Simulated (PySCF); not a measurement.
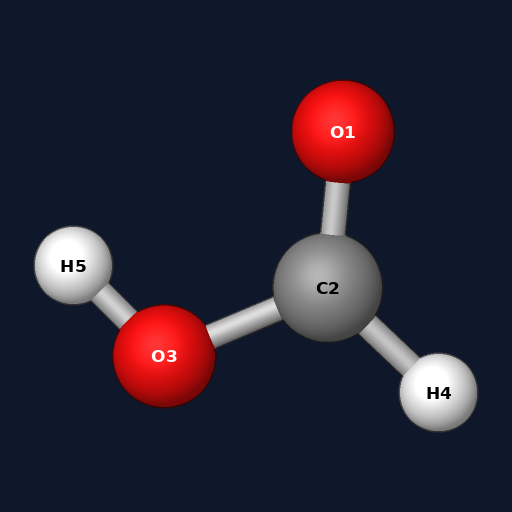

Geometry: a frame of a GFN2-xTB molecular-dynamics simulation, not a minimum. Level of theory: GIAO PBE0/pcSseg-1 NMR shielding, non-relativistic, gas phase (PySCF 2.14.0). Principal shieldings σ11 ≤ σ22 ≤ σ33, span Ω = σ33 − σ11, skew κ = 3(σiso − σ22)/Ω.

Give the shielding tensors of the C atoms.

```
atom    σ11   σ22   σ33  σiso      Ω      κ
  C2  −81.5  79.3  80.4  26.0  161.9  −0.99
```

Shieldings and span in ppm.
